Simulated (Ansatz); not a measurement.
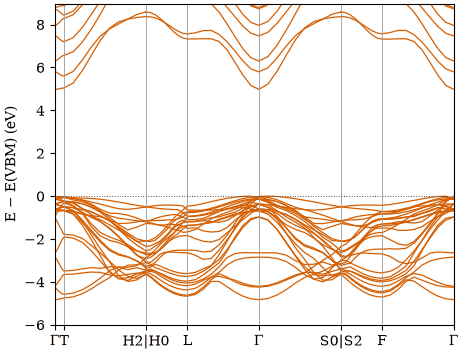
Fig. 1. Band structure from DFT-r²SCAN in the program Ansatz with PAW potentials

Q: Read off the gap and where the band edges lie.

A: About 5.0 eV (4.98 eV by a search for the band edges); maximum on the Γ–S0 line, 11 % of the way from Γ, minimum at Γ.

The material is MgO in space group R-3m (No. 166; Pearson symbol hR16).

The workflow started from a Materials Project entry (that database holds measured and hypothetical structures alike); the Crystallography Open Database copy checked does not list it. It is not the phase usual at ambient conditions (space group No. 225). The cell was relaxed with r²SCAN under the symmetry of its start; its stability against distortions is not shown here.

Potentials: the earlier of the program's two PAW sets.
